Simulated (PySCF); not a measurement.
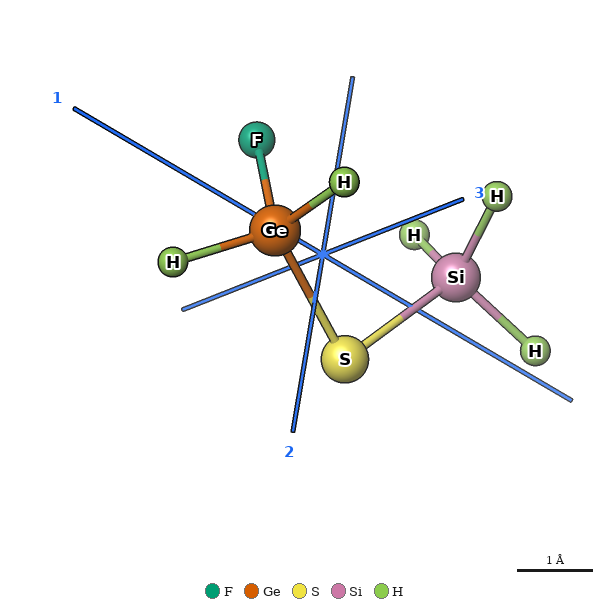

The three principal axes of inertia are drawn and numbered. Atoms fade into the background with distance from the viewer. The computed structure is the end point of a PBE0-D3(BJ)/def2-SVP optimisation. No frequency run is at hand to confirm it as a minimum. Masses are those of the most abundant isotopes; constants are for the rigid equilibrium geometry.

Question: Which line is the a axis (least moment of inertia), which b and which c?

Answer: a is line 1, b is line 2, c is line 3; the moments are 112, 300, 376 u Å².

Question: What kind of rotor is it, and what are its rotational constants in cm⁻¹?

Answer: An asymmetric top (C1): A = 0.150, B = 0.0561, C = 0.0448 cm⁻¹. Ray's parameter κ is −0.79, nearer the prolate limit.
